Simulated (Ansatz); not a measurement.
Cl₂H₄N₂Zr (Zr(NH2)2Cl2)

The calculation's input:

```
crystal:
  periodic: [false, false, false]
  atoms:
    - {symbol: Zr, position_ang: [-0.566789, 0.069430, -0.352304]}
    - {symbol: N, position_ang: [-0.407991, -0.114476, 1.647770]}
    - {symbol: H, position_ang: [-0.356848, 0.658088, 2.313292]}
    - {symbol: H, position_ang: [-0.476243, -0.988351, 2.171299]}
    - {symbol: N, position_ang: [1.327825, -0.000807, -1.048619]}
    - {symbol: H, position_ang: [2.189281, -0.107971, -0.515603]}
    - {symbol: H, position_ang: [1.567755, 0.070455, -2.038968]}
    - {symbol: Cl, position_ang: [-1.501260, 2.185237, -0.919033]}
    - {symbol: Cl, position_ang: [-1.775720, -1.771604, -1.257845]}
basis:
  gaussian: {orbitals: def2-TZVP, initial_orbitals: start.molden}
hamiltonian: {xc: pbe0, dispersion: d4}
scf: {omitted_lower_state_checks: [starts]}
output: {forces: true, orbitals: {seedname: orbitals}}
```

Run with:

```sh
ansatz run in.yaml --threads 4 --pin off --events-out ev --progress --plain --max-ram 3916MiB
```

Geometry: B3LYP-D4/def2-SVP; core potentials replace the inner electrons of Zr.

Computed with RKS PBE0-D4/def2-TZVP (Ansatz 0.2.0).

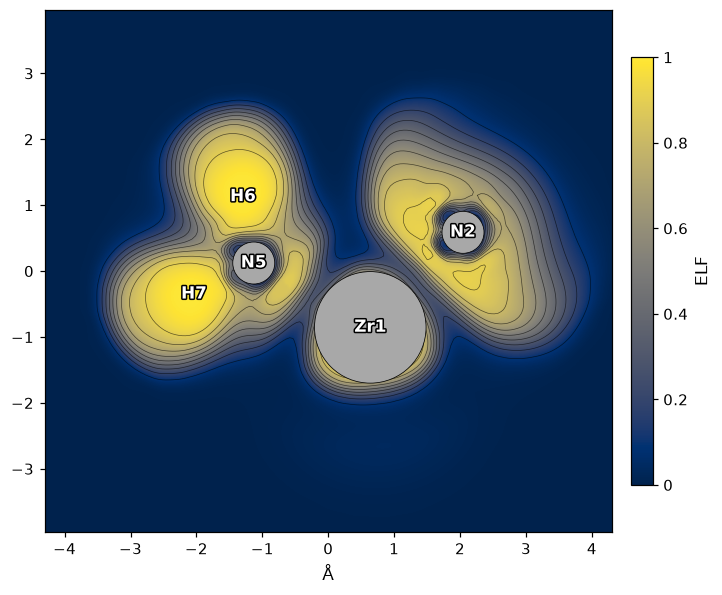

Figure 1. Electron localisation function on the plane of atoms Zr1, N5 and H6. Grey discs cover the atomic cores.

Question: What do the fields say about this system?

Answer:
- Atoms in the plane: Zr, N and H.
- Zr–N (2.01 Å): the ELF peaks at about 0.90 in the valence shell of N, 0.7 Å from its nucleus, and is about 0.30 at the midpoint.
- N–H (1.02 Å): the ELF climbs to about 1 towards the hydrogen, as it does in any bond to H: an ordinary covalent bond to hydrogen.

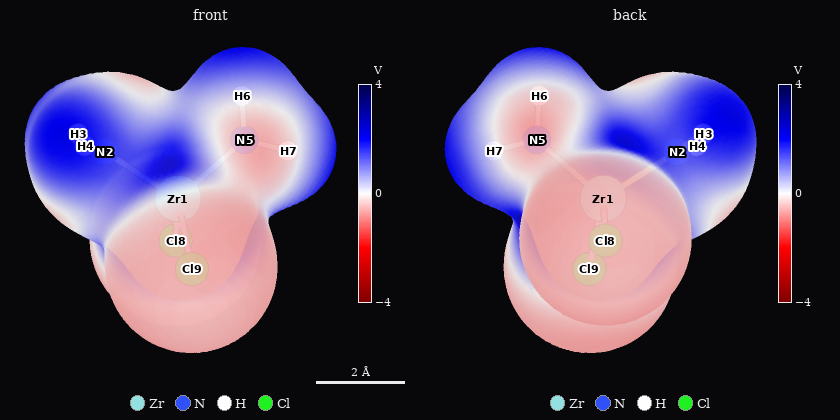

Figure 2. The electrostatic potential painted on the density surface at 0.002 e/bohr³, seen from the front and from behind; the colour scale runs from red (negative) to blue (positive).

Question: Describe the electrostatic potential map.

Answer: The most negative region (about −0.7 V, or −16 kcal/mol for a unit charge) lies over N5, Cl8 and Cl9, the most positive (about +2.9 V, or +67 kcal/mol for a unit charge) over Zr1.

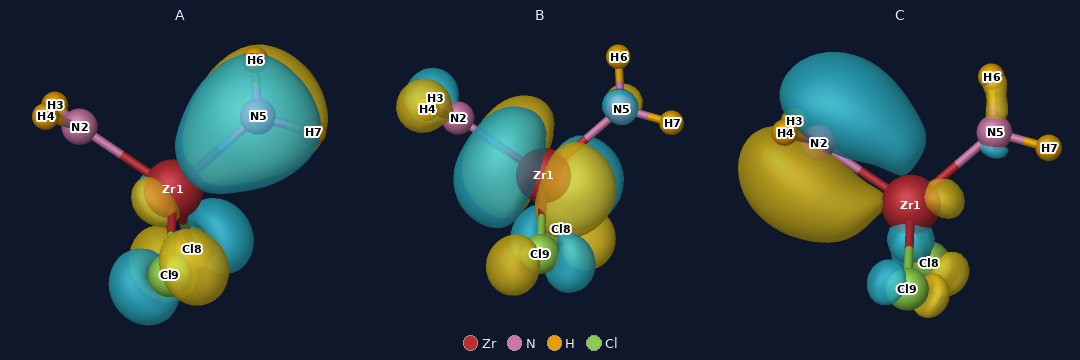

Figure 3. Three frontier orbitals at ±0.1 Å⁻³ᐟ² (yellow and cyan are the two phases), in no order.

Question: Which picture is the HOMO−1, the HOMO and the LUMO?

Answer: C is the HOMO−1 (−8.17 eV). It lies mainly on N2 (about 65 %) and Zr1 (about 15 %); largely a lone pair of N2. A is the HOMO (−7.82 eV). By Hirshfeld shares it lies mainly on N5 (about 60 %), Zr1 (about 15 %), Cl8 (about 10 %) and Cl9 (about 10 %). B is the LUMO (−1.46 eV). It lies mainly on Zr1 (about 70 %), Cl8 (about 10 %), Cl9 (about 10 %) and N2 (about 5 %).

Question: What is the HOMO–LUMO gap?

Answer: 6.36 eV between the orbital energies.
